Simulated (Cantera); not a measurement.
Feed: 1 mol Fe(CO)5, 0.88 mol H2, 24 mol N2, at 6.00 Torr.

These are equilibrium values from Cantera (NASA tables, ideal gas, pure condensed phases), not measurements of a reactor. Candidate condensed phases: C, C6H6, C7H8, C8H18, Fe, Fe(CO)5, FeO, Fe(OH)2, Fe(OH)3, Fe2O3, Fe3O4, H2O; 140 gas species. Condensed phases not in the tables: cementite and carbon dissolved in iron. Equilibrium is a limit: real reactors are often held back by kinetics, nucleation or transport.

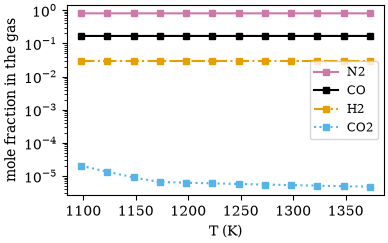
Figure. Equilibrium gas composition (values under 1e-9 drawn at 1e-9)

At 1098 K the condensed part is C(graphite) + Fe(α). From 1123 K to 1173 K the condensed part is Fe(α). From 1198 K to 1373 K the condensed part is Fe(γ).
